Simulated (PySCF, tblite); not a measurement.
# 4-fluoro-1h-pyrazole: dynamics, then NMR shifts and electronic excitations on frames, part 2 of 2

tblite 0.8.0 and PySCF 2.14.0. Atoms count from 0. Earlier steps stand in the parts before.

## Step 7: Nuclear shieldings: 625 fs, PBE0/pcSseg-1

The job: settings as JSON, then the geometry in Å.

```
{"job": {"kind": "nmr", "xc": "PBE0", "basis": "pcSseg-1", "pop": false}, "charge": 0, "multiplicity": 1}
F      1.848300    -0.839600     1.155300
C      0.727200    -0.501800     0.530400
C      0.353400    -0.723500    -0.802100
N     -0.830400    -0.236400    -1.030600
N     -1.227000     0.377100     0.103500
C     -0.295100     0.227400     1.068800
H      0.805100    -1.255600    -1.644800
H     -1.940600     1.099100     0.026500
H     -0.453700     0.511400     2.084800
```

Method: GIAO PBE0/pcSseg-1 NMR shielding, non-relativistic, gas phase.

The program printed:

```text
coarse grid: 8328 points
cycle   1  E = -324.9625665490  dE =  1.278e+00  |g| = 4.469e-01  |ddm| = 2.855e+00
cycle   2  E = -324.9415867837  dE =  2.098e-02  |g| = 5.885e-01  |ddm| = 8.782e-01
cycle   3  E = -324.9994297243  dE = -5.784e-02  |g| = 9.240e-02  |ddm| = 4.914e-01
cycle   4  E = -325.0007748196  dE = -1.345e-03  |g| = 4.403e-02  |ddm| = 8.247e-02
cycle   5  E = -325.0011912084  dE = -4.164e-04  |g| = 9.208e-03  |ddm| = 3.737e-02
cycle   6  E = -325.0012076037  dE = -1.640e-05  |g| = 3.415e-03  |ddm| = 9.915e-03
cycle   7  E = -325.0012099150  dE = -2.311e-06  |g| = 8.962e-04  |ddm| = 3.083e-03
final grid: 83328 points
cycle   8  E = -325.0386653985  dE = -2.477e-05  |g| = 6.717e-03  |ddm| = 2.395e-02
cycle   9  E = -325.0386551163  dE =  1.028e-05  |g| = 9.952e-03  |ddm| = 1.293e-02
cycle  10  E = -325.0386749109  dE = -1.979e-05  |g| = 1.383e-03  |ddm| = 8.094e-03
cycle  11  E = -325.0386753475  dE = -4.366e-07  |g| = 3.905e-04  |ddm| = 1.377e-03
cycle  12  E = -325.0386753760  dE = -2.844e-08  |g| = 1.196e-04  |ddm| = 3.124e-04
cycle  13  E = -325.0386753780  dE = -2.031e-09  |g| = 2.494e-05  |ddm| = 9.163e-05
cycle  14  E = -325.0386753781  dE = -9.618e-11  |g| = 1.184e-05  |ddm| = 2.271e-05
converged SCF energy = -325.0386753781

GIAO shielding tensors (ppm)
atom      isotropic    diamagn.    paramagn.     s11        s22        s33       span
  0 F      366.466     470.948    -104.482    307.534    328.095    463.770    156.237
  1 C       29.420     250.552    -221.132    -17.372     33.781     71.851     89.223
  2 C       55.458     252.395    -196.937    -22.053     49.647    138.781    160.834
  3 N      -79.507     322.849    -402.356   -323.609    -98.314    183.402    507.012
  4 N       58.854     325.832    -266.978    -62.891     94.260    145.194    208.084
  5 C       66.754     253.720    -186.966      1.218     47.333    151.710    150.492
  6 H       23.846      28.956      -5.110     21.213     24.715     25.610      4.397
  7 H       22.469      31.089      -8.620     17.255     23.179     26.974      9.719
  8 H       24.472      30.205      -5.733     22.471     25.233     25.712      3.241
```

Wall time 10 s (1 thread of Arm Neoverse N1, shared host).

In short: δ C1 157.5, C2 131.5, C5 120.2, F0 -195.5, H7 9.25, H6 7.87 ppm.

## Step 8: Ultraviolet spectrum: 625 fs, PBE0/def2-SVPD

Settings changed since step 7:

```diff
@@ -1,2 +1,2 @@
-{"job": {"kind": "nmr", "xc": "PBE0", "basis": "pcSseg-1", "pop": false}, "charge": 0, "multiplicity": 1}
+{"job": {"kind": "uv", "xc": "PBE0", "basis": "def2-SVPD", "nstates": 5, "ntriplets": 0}, "charge": 0, "multiplicity": 1}
 F      1.848300    -0.839600     1.155300
```

Level: TDDFT PBE0/def2-SVPD, vertical, gas phase, core orbitals frozen in the response.

The program printed:

```text
coarse grid: 8328 points
cycle   1  E = -324.7800428735  dE =  1.226e+00  |g| = 4.163e-01  |ddm| = 4.771e+00
cycle   2  E = -324.7591182389  dE =  2.092e-02  |g| = 5.513e-01  |ddm| = 1.296e+00
cycle   3  E = -324.8145691437  dE = -5.545e-02  |g| = 9.154e-02  |ddm| = 8.217e-01
cycle   4  E = -324.8159737148  dE = -1.405e-03  |g| = 4.222e-02  |ddm| = 1.655e-01
cycle   5  E = -324.8163701332  dE = -3.964e-04  |g| = 8.677e-03  |ddm| = 7.878e-02
cycle   6  E = -324.8163849389  dE = -1.481e-05  |g| = 3.608e-03  |ddm| = 2.240e-02
cycle   7  E = -324.8163876831  dE = -2.744e-06  |g| = 9.493e-04  |ddm| = 7.423e-03
final grid: 83328 points
cycle   8  E = -324.8536711230  dE = -2.007e-05  |g| = 6.668e-03  |ddm| = 7.785e-02
cycle   9  E = -324.8536583910  dE =  1.273e-05  |g| = 1.030e-02  |ddm| = 2.840e-02
cycle  10  E = -324.8536808739  dE = -2.248e-05  |g| = 1.347e-03  |ddm| = 1.651e-02
cycle  11  E = -324.8536813148  dE = -4.409e-07  |g| = 3.585e-04  |ddm| = 2.675e-03
cycle  12  E = -324.8536813390  dE = -2.422e-08  |g| = 1.027e-04  |ddm| = 7.725e-04
cycle  13  E = -324.8536813407  dE = -1.686e-09  |g| = 2.643e-05  |ddm| = 1.722e-04
cycle  14  E = -324.8536813408  dE = -1.045e-10  |g| = 1.420e-05  |ddm| = 5.877e-05
converged SCF energy = -324.8536813408

Static polarisability (au): isotropic 46.387, principal 31.216 52.355 55.590

Singlet excitations
state   eV       nm        f      main configurations
  1   6.2860    197.2   0.06320   H->L 0.78, H-2->L 0.11
  2   6.6769    185.7   0.01238   H-2->L 0.69, H->L+1 0.21
  3   6.8219    181.7   0.02775   H->L+1 0.70, H-2->L 0.18
  4   7.0472    175.9   0.02813   H->L+2 0.69, H-1->L 0.21
  5   7.1798    172.7   0.05778   H-1->L 0.50, H->L+2 0.26
```

Wall time 17 s (1 thread of Arm Neoverse N1, shared host).

In short: HOMO -7.25 eV, LUMO -0.09 eV; lowest singlet 6.29 eV.

## Step 9: Shielding tensors: 800 fs, PBE0/pcSseg-1

The job: settings as JSON, then the geometry in Å.

```
{"job": {"kind": "nmr", "xc": "PBE0", "basis": "pcSseg-1", "pop": false}, "charge": 0, "multiplicity": 1}
F      1.613600    -0.790400     1.303500
C      0.553900    -0.205300     0.628300
C      0.174800    -0.368400    -0.718400
N     -0.987800     0.335200    -0.907700
N     -1.321400     0.779500     0.269500
C     -0.437100     0.538600     1.240100
H      0.683700    -0.715000    -1.652400
H     -2.202800     1.240300     0.343400
H     -0.561900     0.924900     2.250500
```

Level: GIAO PBE0/pcSseg-1 NMR shielding, non-relativistic, gas phase.

The program printed:

```text
coarse grid: 8328 points
cycle   1  E = -324.9564840375  dE =  1.158e+00  |g| = 4.600e-01  |ddm| = 2.837e+00
cycle   2  E = -324.9272767168  dE =  2.921e-02  |g| = 6.474e-01  |ddm| = 9.395e-01
cycle   3  E = -324.9961091502  dE = -6.883e-02  |g| = 7.813e-02  |ddm| = 5.365e-01
cycle   4  E = -324.9969868128  dE = -8.777e-04  |g| = 4.160e-02  |ddm| = 7.224e-02
cycle   5  E = -324.9973556097  dE = -3.688e-04  |g| = 1.148e-02  |ddm| = 3.768e-02
cycle   6  E = -324.9973812641  dE = -2.565e-05  |g| = 4.153e-03  |ddm| = 1.155e-02
cycle   7  E = -324.9973846689  dE = -3.405e-06  |g| = 1.329e-03  |ddm| = 3.821e-03
final grid: 83328 points
cycle   8  E = -325.0359602677  dE = -2.193e-05  |g| = 7.239e-03  |ddm| = 2.472e-02
cycle   9  E = -325.0359459332  dE =  1.433e-05  |g| = 1.129e-02  |ddm| = 1.432e-02
cycle  10  E = -325.0359712001  dE = -2.527e-05  |g| = 1.311e-03  |ddm| = 8.871e-03
cycle  11  E = -325.0359715861  dE = -3.860e-07  |g| = 4.576e-04  |ddm| = 1.305e-03
cycle  12  E = -325.0359716257  dE = -3.964e-08  |g| = 1.355e-04  |ddm| = 3.810e-04
cycle  13  E = -325.0359716286  dE = -2.851e-09  |g| = 3.384e-05  |ddm| = 1.052e-04
cycle  14  E = -325.0359716288  dE = -1.706e-10  |g| = 2.032e-05  |ddm| = 3.728e-05
converged SCF energy = -325.0359716288

GIAO shielding tensors (ppm)
atom      isotropic    diamagn.    paramagn.     s11        s22        s33       span
  0 F      347.954     471.585    -123.631    266.306    345.678    431.877    165.572
  1 C       22.282     248.847    -226.565    -15.174     15.133     66.888     82.063
  2 C       49.450     252.269    -202.819    -28.580     43.363    133.566    162.146
  3 N      -80.778     322.545    -403.324   -332.391   -102.014    192.070    524.461
  4 N       53.020     325.365    -272.345    -70.718     77.097    152.681    223.398
  5 C       70.282     253.968    -183.686      6.749     55.635    148.461    141.712
  6 H       23.145      28.350      -5.204     20.850     23.950     24.637      3.787
  7 H       22.629      31.363      -8.734     16.831     23.790     27.265     10.434
  8 H       23.991      29.248      -5.258     21.772     24.858     25.343      3.571
```

Run time: 10 s. Hardware: 1 thread of Arm Neoverse N1, shared host.

Key values: δ C1 164.6, C2 137.5, C5 116.6, F0 -177.0, H7 9.09, H6 8.57 ppm.

## Step 10: TDDFT and polarisability: 800 fs, PBE0/def2-SVPD

Settings changed since step 9:

```diff
@@ -1,2 +1,2 @@
-{"job": {"kind": "nmr", "xc": "PBE0", "basis": "pcSseg-1", "pop": false}, "charge": 0, "multiplicity": 1}
+{"job": {"kind": "uv", "xc": "PBE0", "basis": "def2-SVPD", "nstates": 5, "ntriplets": 0}, "charge": 0, "multiplicity": 1}
 F      1.613600    -0.790400     1.303500
```

Method: TDDFT PBE0/def2-SVPD, vertical, gas phase, core orbitals frozen in the response.

The program printed:

```text
coarse grid: 8328 points
cycle   1  E = -324.7750530313  dE =  1.105e+00  |g| = 4.268e-01  |ddm| = 4.797e+00
cycle   2  E = -324.7471264316  dE =  2.793e-02  |g| = 6.015e-01  |ddm| = 1.274e+00
cycle   3  E = -324.8118647748  dE = -6.474e-02  |g| = 7.790e-02  |ddm| = 7.780e-01
cycle   4  E = -324.8127945965  dE = -9.298e-04  |g| = 3.981e-02  |ddm| = 1.444e-01
cycle   5  E = -324.8131428515  dE = -3.483e-04  |g| = 1.088e-02  |ddm| = 8.431e-02
cycle   6  E = -324.8131661306  dE = -2.328e-05  |g| = 4.442e-03  |ddm| = 2.710e-02
cycle   7  E = -324.8131703437  dE = -4.213e-06  |g| = 1.248e-03  |ddm| = 8.984e-03
final grid: 83328 points
cycle   8  E = -324.8516204277  dE = -1.702e-05  |g| = 7.153e-03  |ddm| = 7.338e-02
cycle   9  E = -324.8516041583  dE =  1.627e-05  |g| = 1.144e-02  |ddm| = 2.671e-02
cycle  10  E = -324.8516314102  dE = -2.725e-05  |g| = 1.282e-03  |ddm| = 1.616e-02
cycle  11  E = -324.8516318003  dE = -3.900e-07  |g| = 4.273e-04  |ddm| = 2.692e-03
cycle  12  E = -324.8516318357  dE = -3.539e-08  |g| = 1.170e-04  |ddm| = 9.664e-04
cycle  13  E = -324.8516318381  dE = -2.400e-09  |g| = 3.281e-05  |ddm| = 2.355e-04
cycle  14  E = -324.8516318382  dE = -1.570e-10  |g| = 2.064e-05  |ddm| = 7.416e-05
converged SCF energy = -324.8516318382

Static polarisability (au): isotropic 47.430, principal 31.573 54.197 56.520

Singlet excitations
state   eV       nm        f      main configurations
  1   6.4921    191.0   0.04366   H->L 0.56, H-1->L 0.19
  2   6.6895    185.3   0.00603   H->L+1 0.87, H->L 0.08
  3   6.8487    181.0   0.00828   H-2->L 0.90
  4   7.0793    175.1   0.02608   H->L+2 0.46, H-1->L+1 0.32, H-1->L 0.11
  5   7.1142    174.3   0.05541   H-1->L+1 0.43, H-1->L 0.26, H->L 0.17
```

It took 17 s on 1 thread of Arm Neoverse N1, shared host.

Key values: HOMO -7.43 eV, LUMO -0.01 eV; lowest singlet 6.49 eV.

## Step 11: Shielding tensors: 1000 fs, PBE0/pcSseg-1

The job: settings as JSON, then the geometry in Å.

```
{"job": {"kind": "nmr", "xc": "PBE0", "basis": "pcSseg-1", "pop": false}, "charge": 0, "multiplicity": 1}
F      1.404300    -0.496800     1.325400
C      0.312400    -0.021300     0.650800
C      0.068800    -0.030200    -0.712800
N     -1.058600     0.578500    -1.027100
N     -1.611200     0.917200     0.145900
C     -0.811500     0.668300     1.194100
H      0.709300    -0.416200    -1.523100
H     -2.536200     1.322400     0.141200
H     -1.119800     0.892000     2.186700
```

Method: GIAO PBE0/pcSseg-1 NMR shielding, non-relativistic, gas phase.

The program printed:

```text
coarse grid: 8328 points
cycle   1  E = -324.9585919680  dE =  1.165e+00  |g| = 4.633e-01  |ddm| = 2.839e+00
cycle   2  E = -324.9247097450  dE =  3.388e-02  |g| = 6.584e-01  |ddm| = 9.347e-01
cycle   3  E = -324.9992470231  dE = -7.454e-02  |g| = 8.859e-02  |ddm| = 5.407e-01
cycle   4  E = -325.0003797275  dE = -1.133e-03  |g| = 4.874e-02  |ddm| = 8.324e-02
cycle   5  E = -325.0008954833  dE = -5.158e-04  |g| = 1.037e-02  |ddm| = 4.104e-02
cycle   6  E = -325.0009155755  dE = -2.009e-05  |g| = 4.113e-03  |ddm| = 1.103e-02
cycle   7  E = -325.0009189744  dE = -3.399e-06  |g| = 1.320e-03  |ddm| = 4.022e-03
final grid: 83328 points
cycle   8  E = -325.0392014138  dE = -2.315e-05  |g| = 7.509e-03  |ddm| = 2.313e-02
cycle   9  E = -325.0391855879  dE =  1.583e-05  |g| = 1.174e-02  |ddm| = 1.485e-02
cycle  10  E = -325.0392132285  dE = -2.764e-05  |g| = 1.389e-03  |ddm| = 9.376e-03
cycle  11  E = -325.0392136697  dE = -4.412e-07  |g| = 4.523e-04  |ddm| = 1.377e-03
cycle  12  E = -325.0392137075  dE = -3.780e-08  |g| = 1.341e-04  |ddm| = 3.676e-04
cycle  13  E = -325.0392137102  dE = -2.641e-09  |g| = 3.197e-05  |ddm| = 1.049e-04
cycle  14  E = -325.0392137103  dE = -1.323e-10  |g| = 2.054e-05  |ddm| = 3.464e-05
converged SCF energy = -325.0392137103

GIAO shielding tensors (ppm)
atom      isotropic    diamagn.    paramagn.     s11        s22        s33       span
  0 F      354.396     471.888    -117.492    292.369    336.490    434.328    141.959
  1 C       22.719     247.982    -225.263    -18.968     21.021     66.103     85.072
  2 C       55.302     252.031    -196.729    -17.687     44.640    138.954    156.641
  3 N      -63.780     322.033    -385.813   -291.778    -85.663    186.100    477.878
  4 N       49.492     326.910    -277.418    -79.452     81.709    146.218    225.670
  5 C       63.862     253.107    -189.245      1.492     40.196    149.898    148.406
  6 H       23.745      29.074      -5.329     21.270     24.096     25.870      4.600
  7 H       22.236      30.759      -8.523     16.955     23.364     26.389      9.433
  8 H       24.397      29.972      -5.575     22.457     25.036     25.698      3.240
```

Run time: 10 s. Hardware: 1 thread of Arm Neoverse N1, shared host.

This run: δ C1 164.2, C2 131.6, C5 123.1, F0 -183.4, H7 9.48, H6 7.97 ppm.

## Step 12: TDDFT and polarisability: 1000 fs, PBE0/def2-SVPD

Settings changed since step 11:

```diff
@@ -1,2 +1,2 @@
-{"job": {"kind": "nmr", "xc": "PBE0", "basis": "pcSseg-1", "pop": false}, "charge": 0, "multiplicity": 1}
+{"job": {"kind": "uv", "xc": "PBE0", "basis": "def2-SVPD", "nstates": 5, "ntriplets": 0}, "charge": 0, "multiplicity": 1}
 F      1.404300    -0.496800     1.325400
```

With the program's defaults for keys left out, this is: TDDFT PBE0/def2-SVPD, vertical, gas phase, core orbitals frozen in the response.

The program printed:

```text
coarse grid: 8328 points
cycle   1  E = -324.7765877475  dE =  1.112e+00  |g| = 4.327e-01  |ddm| = 4.774e+00
cycle   2  E = -324.7434142083  dE =  3.317e-02  |g| = 6.178e-01  |ddm| = 1.363e+00
cycle   3  E = -324.8147456229  dE = -7.133e-02  |g| = 8.823e-02  |ddm| = 8.702e-01
cycle   4  E = -324.8159474516  dE = -1.202e-03  |g| = 4.684e-02  |ddm| = 1.687e-01
cycle   5  E = -324.8164386652  dE = -4.912e-04  |g| = 9.952e-03  |ddm| = 9.037e-02
cycle   6  E = -324.8164572376  dE = -1.857e-05  |g| = 4.441e-03  |ddm| = 2.474e-02
cycle   7  E = -324.8164615199  dE = -4.282e-06  |g| = 1.277e-03  |ddm| = 8.775e-03
final grid: 83328 points
cycle   8  E = -324.8546252862  dE = -1.840e-05  |g| = 7.380e-03  |ddm| = 6.341e-02
cycle   9  E = -324.8546073475  dE =  1.794e-05  |g| = 1.187e-02  |ddm| = 2.915e-02
cycle  10  E = -324.8546371298  dE = -2.978e-05  |g| = 1.345e-03  |ddm| = 1.777e-02
cycle  11  E = -324.8546375666  dE = -4.368e-07  |g| = 4.107e-04  |ddm| = 2.714e-03
cycle  12  E = -324.8546375984  dE = -3.185e-08  |g| = 1.161e-04  |ddm| = 8.974e-04
cycle  13  E = -324.8546376007  dE = -2.248e-09  |g| = 3.295e-05  |ddm| = 2.162e-04
cycle  14  E = -324.8546376008  dE = -1.490e-10  |g| = 2.105e-05  |ddm| = 7.201e-05
converged SCF energy = -324.8546376008

Static polarisability (au): isotropic 47.151, principal 31.452 53.571 56.432

Singlet excitations
state   eV       nm        f      main configurations
  1   6.3697    194.6   0.08571   H->L 0.80
  2   6.5856    188.3   0.00319   H->L+1 0.94
  3   6.8490    181.0   0.01269   H-2->L 0.90
  4   6.9858    177.5   0.02197   H->L+2 0.86
  5   7.1551    173.3   0.06754   H-1->L 0.60, H->L+3 0.17, H->L 0.11
```

Wall time 17 s (1 thread of Arm Neoverse N1, shared host).

In short: HOMO -7.22 eV, LUMO -0.08 eV; lowest singlet 6.37 eV.

## Step 13: Comparing the runs: NMR shifts

Shifts (ppm) of some atoms, chosen among heavy atoms and hydrogens apart, with basis size and wall time:

```csv
frame,C1,C2,H7,H6,F0,N3,N4,functions,time
250 fs,163.8,125.4,10.21,6.73,-187.0,344.1,220.0,117,15 s
425 fs,169.4,142.3,8.59,8.09,-175.5,348.6,206.3,117,10 s
625 fs,157.5,131.5,9.25,7.87,-195.5,347.2,208.9,117,10 s
800 fs,164.6,137.5,9.09,8.57,-177.0,348.5,214.7,117,10 s
1000 fs,164.2,131.6,9.48,7.97,-183.4,331.5,218.2,117,10 s
```

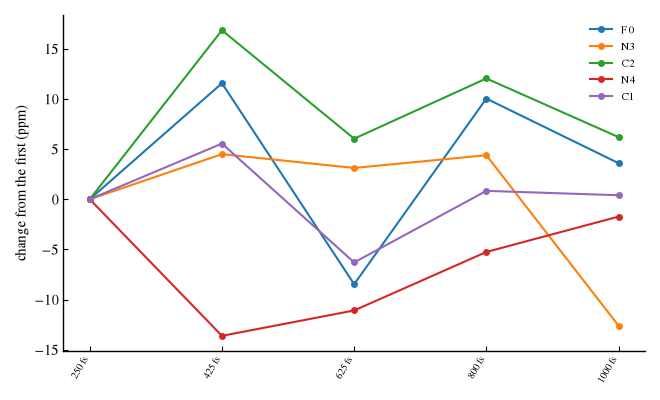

How five of the tabulated atoms move from run to run.

## Step 14: Run by run: electronic excitations

Excitations and ground-state properties, with basis size and wall time:

```csv
frame,lowest singlet (eV),brightest (eV),f,gap (eV),α (Å³),μ (D),functions,time
250 fs,6.48,7.08,0.079,7.28,6.85,2.44,147,20 s
425 fs,6.39,6.39,0.060,7.34,6.95,2.58,147,16 s
625 fs,6.29,6.29,0.063,7.16,6.87,2.25,147,17 s
800 fs,6.49,7.11,0.055,7.42,7.03,2.63,147,17 s
1000 fs,6.37,6.37,0.086,7.14,6.99,2.60,147,17 s
```

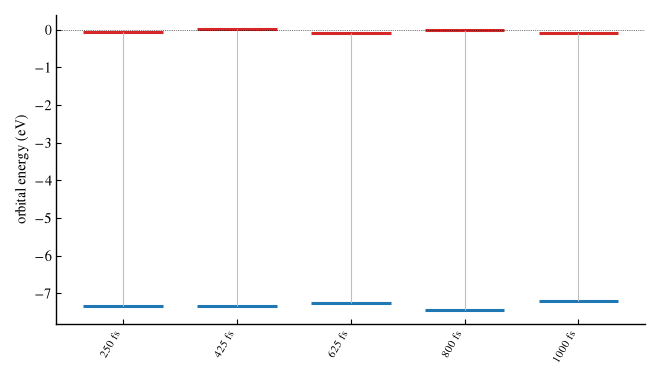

HOMO (blue) and LUMO (red) run by run.

## Step 15: What came out

This closing draws on all 2 parts.

| quantity | value |
| --- | --- |
| thermostat | 200 K |
| mean temperature, second half | 182 K |
| mean potential energy above the minimum | 0.20 eV |
| 13C shifts against TMS (PBE0/pcSseg-1, 250 fs) | 163.8, 125.4, 122.5 ppm |
| 1H shifts against TMS (PBE0/pcSseg-1, 250 fs) | 10.21, 7.16, 6.73 ppm |
| 19F shifts against CFCl3 (PBE0/pcSseg-1, 250 fs) | -187.0 ppm |
| 15N shifts against NH3 (PBE0/pcSseg-1, 250 fs) | 344.1, 220.0 ppm |
| surface potential, least and greatest | -1.59 V and 2.51 V |
| lowest singlet (PBE0/def2-SVPD, 250 fs) | 6.48 eV (191 nm), f = 0.060 |
| brightest single state of those computed | state 4, 7.08 eV, f = 0.079 |
| range of the shift of F0 | -195.5 to -175.5 ppm |
| range of the lowest singlet | 6.29 to 6.49 eV |

What this shows: In the second half the potential energy averages 0.20 eV above the minimum; equipartition over 21 harmonic modes at 200 K would give 0.18 eV. With 9 atoms the temperature swings widely (87 to 329 K). Shifts at one fixed geometry are not the observed spectrum, which averages over the motion. In the first frame run (250 fs): The widest tensor belongs to N3: span 547 ppm, with a paramagnetic part of -399 ppm. NICS(1)zz of -30 ppm above the planar ring from C1 marks a diatropic (aromatic) ring current. The lowest singlet, at 6.48 eV, is HOMO→LUMO 0.58, HOMO−2→LUMO 0.25 and is bright; of the 5 states computed, the strongest absorption comes from state 4 at 7.08 eV. Across the 5 runs the shift of F0 moves most, between -195.5 (625 fs) and -175.5 ppm (425 fs). The lowest singlet runs from 6.29 eV (625 fs) to 6.49 eV (800 fs), while the orbital gap spans 7.14 to 7.42 eV. The lowest state need not be the same one in every run.
